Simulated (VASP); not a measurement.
Band structure of VIr (space group P4/mmm). These are PBEsol GGA, VASP's PBE PAW potentials (set 64) (plane waves; VASP) values and carry that method's errors.

Unless said otherwise, spin-orbit coupling is left out, though it shifts the bands of the heavy elements here.

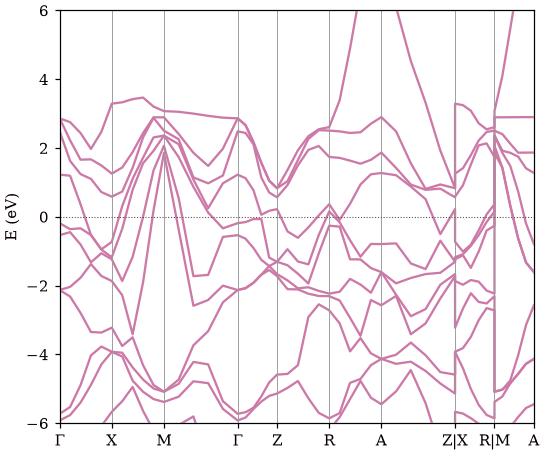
Bands along high-symmetry lines, zero at the valence-band maximum or, without a gap, the Fermi level

Question: Read the plot: is there a gap, and where are the band edges?

Answer: It has no gap at this level: it comes out as a metal or semimetal.

The structure comes from a computed database's VIr entry (P4/mmm); how it stands against other phases isn't given here. The cell was not relaxed at this level. The run is not spin-polarised, so no magnetic state was tried.
